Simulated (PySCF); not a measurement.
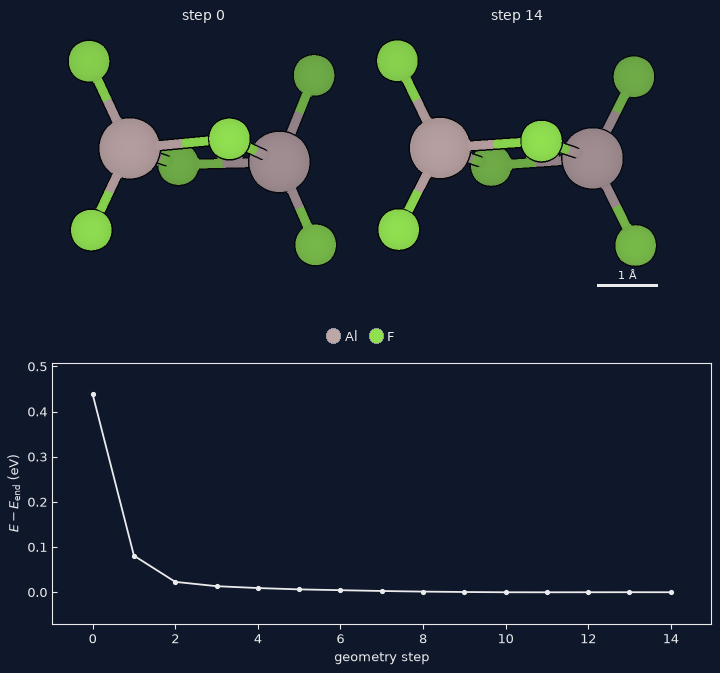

First and last geometry of a relaxation of Al2F6, with the history of the run. Style: ball-and-stick. Shown at a tilt.

The start comes from GFN2-xTB. Its atoms were then displaced at random by about 0.03 Å.

These are results of PBE0-D3(BJ)/def2-SVP geometry optimisation, gas phase in PySCF, not measurements. 

> Read the history and describe the run.

It converged. The largest moves after the best rigid fit, 0.12 Å, are those of F atoms. By element the largest moves are F 0.12 Å, Al 0.08 Å. Among the contacts that change: Al–F 1.534 → 1.644 Å, Al–F 1.725 → 1.815 Å, Al–F 1.689 → 1.643 Å, Al–F 1.845 → 1.814 Å. Bond angles that change, for instance: F–Al–F 103.3° → 110.6°, Al–F–Al 94.1° → 99.7°, F–Al–F 129.7° → 124.5°. After 14 geometry steps the energy has fallen by 0.438 eV. Cost: 100 s on 1 thread of Intel(R) Xeon(R) Platinum 8259CL CPU @ 2.50GHz (shared host).
